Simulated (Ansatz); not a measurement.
**ZnS: a single-point run**

The task is a single point on ZnS that gives the gradients at the nuclei.

Computed with Ansatz 0.2.0 (Kohn-Sham DFT, with the functional, basis and potentials that each input names, unless a step's input says otherwise).

1 further run of the same task is left out (set aside as unsound or not needed).

## Step 1: Starting point

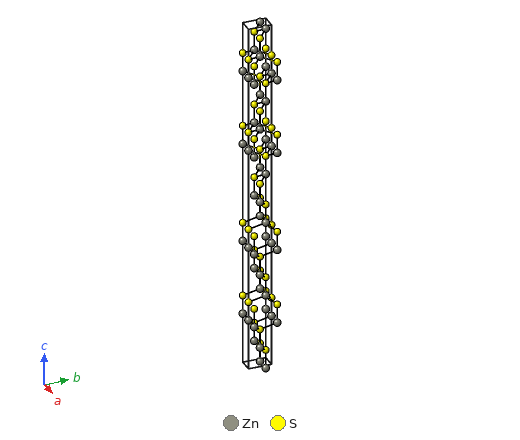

Start, viewed slightly off an axis; zinc grey, sulfur yellow. 2×1×1 cells are drawn. Atoms on the faces are drawn again on the opposite ones.

Coordinates:

```cif
data_structure
_symmetry_space_group_name_H-M 'P6_3mc'
_symmetry_Int_Tables_number 186
_cell_length_a 3.8075
_cell_length_b 3.8075
_cell_length_c 43.5957
_cell_angle_alpha 90.000
_cell_angle_beta 90.000
_cell_angle_gamma 120.000
_cell_volume 547.33
loop_
_atom_site_label
_atom_site_type_symbol
_atom_site_symmetry_multiplicity
_atom_site_Wyckoff_symbol
_atom_site_fract_x
_atom_site_fract_y
_atom_site_fract_z
_atom_site_occupancy
Zn1 Zn 2 b 0.66667 0.33333 0.07151 1
Zn2 Zn 2 a 0.00000 0.00000 0.64288 1
Zn3 Zn 2 b 0.33333 0.66667 0.78575 1
Zn4 Zn 2 a 0.00000 0.00000 0.35715 1
Zn5 Zn 2 b 0.66667 0.33333 0.92856 1
Zn6 Zn 2 b 0.33333 0.66667 0.21431 1
Zn7 Zn 2 b 0.33333 0.66667 0.00003 1
S1 S 2 b 0.33333 0.66667 0.48205 1
S2 S 2 b 0.33333 0.66667 0.05361 1
S3 S 2 b 0.66667 0.33333 0.33926 1
S4 S 2 a 0.00000 0.00000 0.41067 1
S5 S 2 b 0.66667 0.33333 0.76783 1
S6 S 2 a 0.00000 0.00000 0.19640 1
S7 S 2 b 0.66667 0.33333 0.12499 1
```

## Step 2: Input and run

The input, input.yaml:

```yaml
crystal:
  lattice:
    - [3.8074753142, 0.0, 0.0]
    - [-1.9037376571, 3.2973703464, 0.0]
    - [0.0, 0.0, 43.59572846]
  atoms:
    - { symbol: Zn, position: [0.6666666667, 0.3333333333, 0.07150508] }
    - { symbol: Zn, position: [0.0, 0.0, 0.64288134] }
    - { symbol: Zn, position: [0.3333333333, 0.6666666667, 0.78574914] }
    - { symbol: Zn, position: [0.3333333333, 0.6666666667, 0.57150508] }
    - { symbol: Zn, position: [0.0, 0.0, 0.14288134] }
    - { symbol: Zn, position: [0.0, 0.0, 0.35715447] }
    - { symbol: Zn, position: [0.6666666667, 0.3333333333, 0.92855966] }
    - { symbol: Zn, position: [0.3333333333, 0.6666666667, 0.21431043] }
    - { symbol: Zn, position: [0.6666666667, 0.3333333333, 0.71431043] }
    - { symbol: Zn, position: [0.6666666667, 0.3333333333, 0.28574914] }
    - { symbol: Zn, position: [0.3333333333, 0.6666666667, 2.869e-05] }
    - { symbol: Zn, position: [0.6666666667, 0.3333333333, 0.50002869] }
    - { symbol: Zn, position: [0.0, 0.0, 0.85715447] }
    - { symbol: Zn, position: [0.3333333333, 0.6666666667, 0.42855966] }
    - { symbol: S, position: [0.3333333333, 0.6666666667, 0.48204905] }
    - { symbol: S, position: [0.3333333333, 0.6666666667, 0.05360974] }
    - { symbol: S, position: [0.6666666667, 0.3333333333, 0.33926316] }
    - { symbol: S, position: [0.0, 0.0, 0.41066517] }
    - { symbol: S, position: [0.6666666667, 0.3333333333, 0.76783467] }
    - { symbol: S, position: [0.0, 0.0, 0.91066517] }
    - { symbol: S, position: [0.0, 0.0, 0.19640018] }
    - { symbol: S, position: [0.6666666667, 0.3333333333, 0.12499023] }
    - { symbol: S, position: [0.3333333333, 0.6666666667, 0.83926316] }
    - { symbol: S, position: [0.6666666667, 0.3333333333, 0.98204905] }
    - { symbol: S, position: [0.6666666667, 0.3333333333, 0.55360974] }
    - { symbol: S, position: [0.3333333333, 0.6666666667, 0.26783467] }
    - { symbol: S, position: [0.0, 0.0, 0.69640018] }
    - { symbol: S, position: [0.3333333333, 0.6666666667, 0.62499023] }
  symmetry: { detect: false }
kpoints:
  mp_grid: { grid: [8, 8, 1] }
scf:
  occupations: { method: fermi_dirac, width: 0.02 }
  mixing: { algorithm: broyden, beta: 0.9 }
hamiltonian:
  xc: pbe
  pseudopotentials: { kind: nc }
output:
  forces: true
  stress: true
  populations: true
  efg:
    quadrupole_moments_barn: { Zn: 0.122, S: -0.0694 }
    contact_densities: true
```

Started as:

```sh
> ansatz run input.yaml --threads 1 --pin off --max-ram 2560MiB --backend cpu --events-out ev --progress --plain --runs-dir out
```

What it wrote:

```text
Error: output.efg without hamiltonian.pseudopotentials.kind: paw|paw_fr|all_electron or hamiltonian.pseudopotentials.kind: all_electron — the all-electron EFG reconstruction needs the PAW one-centre densities; drop the efg request, or set kind: paw (paw_fr under spin-orbit coupling) (under a functional that reads the kinetic-energy density, kind: paw is refused in some combinations and carries risks of its own in the rest: see hamiltonian.xc for the refusals and hamiltonian.pseudopotentials.kind for the risks, both in the input reference; kind: paw is refused beside gw.static_remainder)
```

Run time: 0.02 s. Hardware: 1 thread of Intel Xeon Platinum 8175M at 2.50GHz (Skylake/Cascade Lake), shared host; peak memory 0.08 GiB.

## Step 3: Diagnosis

The program refused the input before any cycle. Its message: «output.efg without hamiltonian.pseudopotentials.kind: paw|paw_fr|all_electron or hamiltonian.pseudopotentials.kind: all_electron — the all-electron EFG reconstruction needs the PAW one-centre densities; drop the efg request ...»

The program refuses this combination of settings.

The cure: choose a set-up that the feature supports.

## Step 4: Summary of results

| quantity | value |
| --- | --- |
| ending | refused |
| cause | not implemented for this set-up |

What this shows: The run has to be repeated with the input mended.
